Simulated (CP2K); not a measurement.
**SiSbH3F (SMILES [F][Sb][SiH3]): GFN1-xTB**

Aim: the vertical ionisation energy of SiSbH3F at GFN1-xTB, from 2 runs. 

Program for the calculation: CP2K 2026.2.

5 further runs of the same task are left out: 2 that didn't finish, 3 set aside as unsound or not needed.

**1. The system as given**

The species is SiSbH3F (6 atoms), meant as a doublet with charge 0. As SMILES, `[F][Sb][SiH3]`. Geometry: relaxed at PBE0-D4/def2-TZVP.

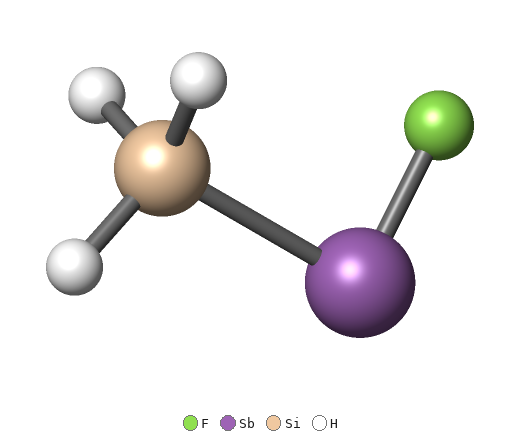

The structure, seen from a chosen angle (fluorine green, antimony purple, silicon light orange, hydrogen white).

**2. A single-point energy at GFN1-xTB**

qs.inp

```
&GLOBAL
 PROJECT_NAME qs
 RUN_TYPE ENERGY
 PRINT_LEVEL MEDIUM
&END GLOBAL

&FORCE_EVAL
 METHOD Quickstep
 &DFT
  MULTIPLICITY 2
  UNRESTRICTED_KOHN_SHAM T
  &QS
   METHOD XTB
   EPS_DEFAULT 1.0E-10
   &XTB
    GFN_TYPE 1
    CHECK_ATOMIC_CHARGES F
   &END XTB
  &END QS
  &POISSON
   PERIODIC NONE
   POISSON_SOLVER ANALYTIC
  &END POISSON
  &SCF
   SCF_GUESS ATOMIC
   EPS_SCF 1.0E-07
   MAX_SCF 50
   &OT
    MINIMIZER DIIS
    PRECONDITIONER FULL_ALL
   &END OT
   &OUTER_SCF
    EPS_SCF 1.0E-07
    MAX_SCF 5
   &END OUTER_SCF
  &END SCF
  &PRINT
   &MOMENTS
    PERIODIC F
    REFERENCE COM
    MAX_MOMENT 1
   &END MOMENTS
   &MO_CUBES
    NLUMO 3
    NHOMO -1
    WRITE_CUBE F
   &END MO_CUBES
   &HIRSHFELD OFF
   &END HIRSHFELD
  &END PRINT
 &END DFT
 &SUBSYS
  &CELL
   ABC 10.7 11.3 10.6
   PERIODIC NONE
  &END CELL
  &COORD
   F      1.318400    -1.809300     1.358700
   Sb    -0.277900    -1.949500     0.282800
   Si    -0.243200     0.561400    -0.325900
   H     -1.407700     0.828000    -1.214900
   H      1.011400     0.907100    -1.044100
   H     -0.358900     1.398200     0.897100
  &END COORD
  &TOPOLOGY
   &CENTER_COORDINATES
   &END CENTER_COORDINATES
  &END TOPOLOGY
 &END SUBSYS
&END FORCE_EVAL
```

Launch:

```sh
$ OMP_NUM_THREADS=1 cp2k.psmp -i qs.inp > qs.out 2>&1
```

Output:

```text
CP2K| version string:                                       CP2K version 2026.2
[...]
 GLOBAL| Method name                                                        CP2K
[...]
 GLOBAL| Run type                                                         ENERGY
[...]
                             - Atoms:                                          6
[...]
                             - Spherical basis functions:                     28
[...]
 Number of electrons:                                                         10
[...]
     1 OT DIIS     0.15E+00    0.0     0.07960721       -10.9351706368 -1.09E+01
[...]
    19 OT DIIS     0.15E+00    0.0     0.00000008       -11.1030854142 -1.48E-12
  *** SCF run converged in    19 steps ***
[...]
 TB_DIPOLE| Moment [Debye]         -2.44210473      -0.60432864      -1.54762934
 TB_DIPOLE| Derivative [a.u.]       0.00000000       0.00000000       0.00000000
[...]
 ENERGY| Total FORCE_EVAL ( QS ) energy [hartree]            -11.103085414246609
[...]
```

Wall time 1.8 s (1 thread of AMD EPYC 7R43 (Zen 3), shared host); peak memory 0.19 GiB.

**3. The singlet cation, same level**

calc.inp

```
&GLOBAL
   PROJECT calc
   RUN_TYPE ENERGY
   PRINT_LEVEL MEDIUM
&END GLOBAL

&FORCE_EVAL
   METHOD QUICKSTEP
   &DFT
      CHARGE 1
      &QS
         METHOD XTB
         EPS_DEFAULT 1.0E-10
         &XTB
            GFN_TYPE 1
            CHECK_ATOMIC_CHARGES F
         &END XTB
      &END QS
      &POISSON
         PERIODIC NONE
         POISSON_SOLVER ANALYTIC
      &END POISSON
      &SCF
         SCF_GUESS ATOMIC
         EPS_SCF 1.0E-07
         MAX_SCF 40
         &OT
            MINIMIZER DIIS
            PRECONDITIONER FULL_ALL
         &END OT
         &OUTER_SCF
            EPS_SCF 1.0E-07
            MAX_SCF 8
         &END OUTER_SCF
      &END SCF
      &PRINT
         &MOMENTS
            PERIODIC F
            REFERENCE COM
            MAX_MOMENT 1
         &END MOMENTS
         &MO_CUBES
            NLUMO 1
            NHOMO -1
            WRITE_CUBE F
         &END MO_CUBES
         &HIRSHFELD OFF
         &END HIRSHFELD
      &END PRINT
   &END DFT
   &SUBSYS
      &CELL
         ABC 10.7 11.3 10.6
         PERIODIC NONE
      &END CELL
      &COORD
         F      1.318400    -1.809300     1.358700
         Sb    -0.277900    -1.949500     0.282800
         Si    -0.243200     0.561400    -0.325900
         H     -1.407700     0.828000    -1.214900
         H      1.011400     0.907100    -1.044100
         H     -0.358900     1.398200     0.897100
      &END COORD
      &TOPOLOGY
         &CENTER_COORDINATES
         &END CENTER_COORDINATES
      &END TOPOLOGY
   &END SUBSYS
&END FORCE_EVAL
```

Launch:

```sh
$ OMP_NUM_THREADS=1 cp2k.psmp calc.inp > calc.out
```

Output:

```text
CP2K| version string:                                       CP2K version 2026.2
[...]
 GLOBAL| Method name                                                        CP2K
[...]
 GLOBAL| Run type                                                         ENERGY
[...]
                             - Atoms:                                          6
[...]
                             - Spherical basis functions:                     28
[...]
 Number of electrons:                                                         18
[...]
     1 OT DIIS     0.15E+00    0.0     0.23995786       -10.2653806745 -1.03E+01
[...]
    34 OT DIIS     0.15E+00    0.0     0.00000009       -10.6087961737 -7.99E-13
  *** SCF run converged in    34 steps ***
[...]
 TB_DIPOLE| Moment [Debye]         -2.11415726       3.76912681      -2.42054078
 TB_DIPOLE| Derivative [a.u.]       0.00000000       0.00000000       0.00000000
[...]
 ENERGY| Total FORCE_EVAL ( QS ) energy [hartree]            -10.608796173665288
[...]
```

Run time: 1.7 s. Hardware: 1 thread of AMD EPYC 7R43 (Zen 3), shared host; peak memory 0.19 GiB.

**4. What came out**

At GFN1-xTB:

```
                                                  quantity         value
                             doublet SiSbH3F: total energy  -11.10309 Eh
doublet SiSbH3F: dipole moment (from atomic charges alone)        2.95 D
       doublet SiSbH3F: HOMO energy (highest over α and β)      -9.83 eV
                        doublet SiSbH3F: dispersion energy  -4.53 kJ/mol
                              singlet cation: total energy  -10.60880 Eh
                               singlet cation: HOMO energy     -17.66 eV
                         singlet cation: dispersion energy  -4.53 kJ/mol
        vertical ionisation energy (to the singlet cation)     13.450 eV
```

In words: Removing an electron at fixed nuclei costs 13.45 eV (1298 kJ/mol). Only the singlet of the ionised species was computed; a triplet could lie lower. No empirical shift is applied, and without it xTB methods put this difference several eV too high. The dipole (doublet SiSbH3F) comes from point charges on the atoms alone, without atomic dipoles, so it is partial.
